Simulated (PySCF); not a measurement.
Consider C₅H₁₁OP.

Input

```
{"job": {"kind": "uv", "xc": "B3LYP", "basis": "def2-SVPD", "nstates": 8, "ntriplets": 3}, "charge": 0, "multiplicity": 1}
C      2.701359    -1.732959     1.120192
C      2.187349    -0.540180     0.873239
P      0.701051    -0.423767    -0.151344
O      0.217110    -1.697623    -0.684388
C     -0.515324     0.487420     0.880507
C     -1.883782     0.459311     0.213089
C     -1.861334     1.186449    -1.122558
H      3.579115    -1.884308     1.728178
H      2.232275    -2.609943     0.700916
H      2.611928     0.373987     1.262325
H      1.095057     0.495512    -1.126357
H     -0.549016    -0.031195     1.844808
H     -0.172192     1.509474     1.047929
H     -2.625549     0.911172     0.876754
H     -2.164833    -0.583289     0.046987
H     -1.532698     2.217205    -0.998693
H     -2.850878     1.191078    -1.573536
H     -1.178399     0.677974    -1.803024
```

Run with:

```sh
OMP_NUM_THREADS=1 python probes_run.py task.json out
```

Geometry: GFN2-xTB.

These are results of B3LYP/def2-SVPD, SCF density, gas phase (PySCF), not measurements.

> What can the converged electron density and electron localisation function tell about the bonding?

C–C (1.32 Å): the density is about 2.3 e/Å³ at the midpoint; the ELF peaks at about 0.95 between the atoms: a short, multiple covalent bond.
P–O (1.46 Å): the density is about 1.9 e/Å³ at the midpoint; the ELF peaks at about 0.80 between the atoms, as expected for a polar covalent bond.
C–P (1.81 Å): ρ is about 1.2 e/Å³ halfway; the ELF peaks at about 0.95 between the atoms (a shared electron pair).
C–H (1.08 Å): ρ at the midpoint is about 2 e/Å³; the ELF climbs to about 1 towards the hydrogen, as it does in any bond to H; a covalent bond by its length.

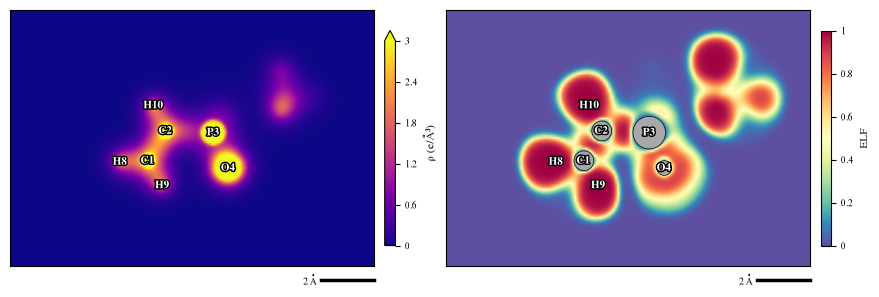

Computed electron density and electron localisation function on the plane of atoms C2, C1 and H8, in this order. Grey discs cover the atomic cores in the ELF map. 
